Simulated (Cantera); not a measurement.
A closed system holds: 1 mol MgSO4, 2.3 mol H2O, a varied amount of H2, held at 850 K and 0.00133 bar.

Method: chemical equilibrium by Gibbs-energy minimisation in Cantera with the NASA 1993 tables (ideal gas, pure condensed phases). Candidate condensed phases: H2O, H2SO4, Mg, MgO, Mg(OH)2, MgS, MgSO4, S; 26 gas species. Gases not in the tables: S3 to S7. Equilibrium is a limit: real reactors are often held back by kinetics, nucleation or transport.

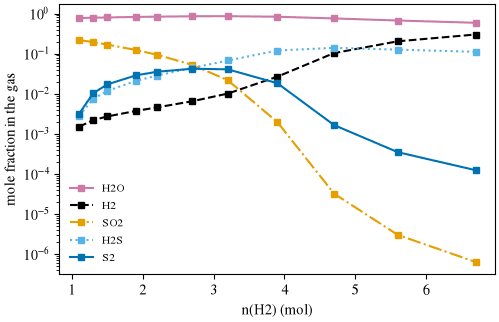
Figure. Equilibrium gas composition (values under 1e-9 drawn at 1e-9)

Task: Read off the mole fractions at 6.7 mol H2.

Result: H2O about 0.59, H2 about 0.30, H2S about 0.11, S2 about 0.00012, SO2 about 6.3e-7.
